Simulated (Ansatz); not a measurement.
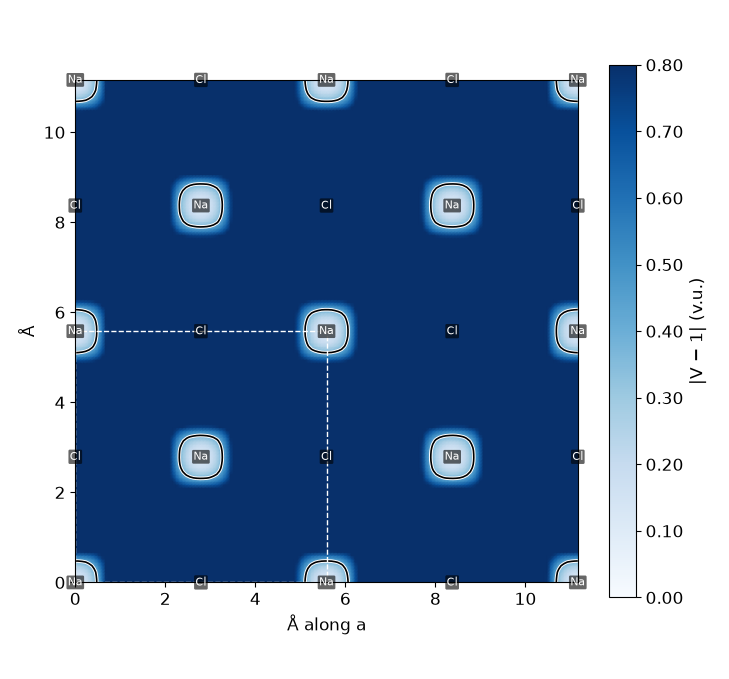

Bond-valence mismatch |V − 1| for Na+ in NaCl (Fm-3m, No. 225) on the section y = 0.000 (parallel to a and c; the dashed line is one cell); the black line is the 0.4 v.u. contour, and values above the scale's top are cut off.

At each point the valence sum V of a Na+ ion is computed from the anions within 5 Å (s = exp((R0 − d)/b), R0 fitted to published crystal structures with b = 0.37 Å; R0: Na+–Cl 2.166 Å). The other Na+ ions are ignored. This is an empirical screen for pathways, not an energy calculation.

Source of the atomic positions: coordinates from a relaxation with DFT PBE+D3(BJ), scalar-relativistic, plane waves, PAW (Ansatz 0.2.0).

```
CELL_PARAMETERS angstrom
5.58133 0.00000 0.00000
0.00000 5.58133 0.00000
0.00000 0.00000 5.58133
ATOMIC_POSITIONS crystal
Na 0.00000 0.00000 0.00000
Cl 0.50000 0.00000 0.00000
Na 0.00000 0.50000 0.50000
Cl 0.50000 0.50000 0.50000
Na 0.50000 0.00000 0.50000
Cl 0.00000 0.00000 0.50000
Na 0.50000 0.50000 0.00000
Cl 0.00000 0.50000 0.00000
```

### In the whole crystal, how are the regions below 0.4 v.u. connected (counting the regions that come within 0.6 Å of a Na site)?

No path at this level: the regions are isolated pockets that do not connect across cells.

### At which mismatch do paths open?

No path opens below 0.7 v.u. These are grid estimates, good to about 0.1 v.u.

### What is the valence sum at the Na sites themselves?

1.11 v.u., against the formal 1.
